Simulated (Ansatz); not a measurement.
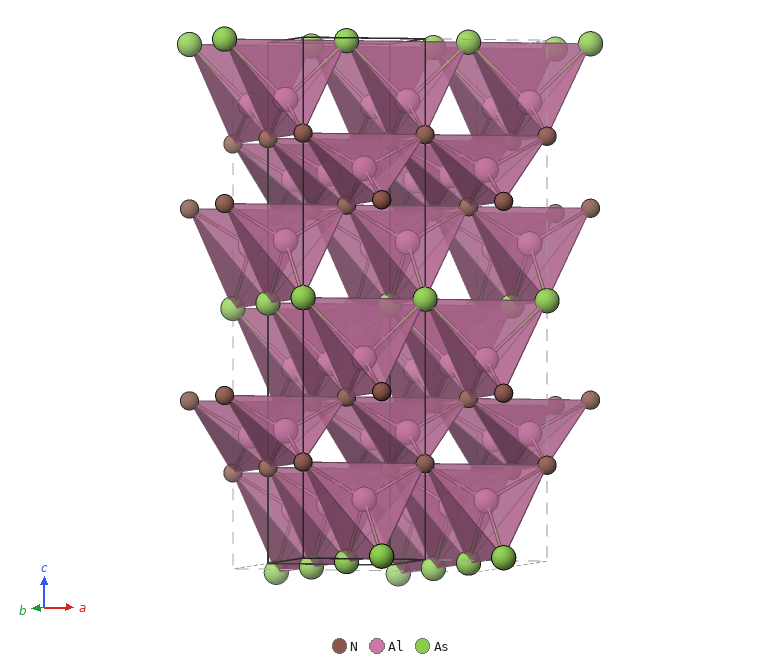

Polyhedra are drawn about Al (bonds: Al–As below 2.7 Å and Al–N below 2.2 Å); other atoms are plain spheres.

System Al₃AsN₂ (space group I-4m2, No. 119); source of the atomic positions: coordinates from a relaxation with DFT, PBE, plane waves, PAW (Ansatz); the starting structure was generated, so it need not be a known form of this composition.

### What figure surrounds each Al atom, and what does it share with the other drawn polyhedra?

Al(2c): AlN4 tetrahedron, sharing corners with twelve neighbours; Al(4f): AlN2As2 tetrahedron, sharing corners with twelve neighbours.

### How do these polyhedra hang together as a whole?

They form a three-dimensional framework of corner-sharing tetrahedra.

### How far apart are the centres of linked polyhedra?

Centre to centre across a shared corner: 3.10 to 4.05 Å.
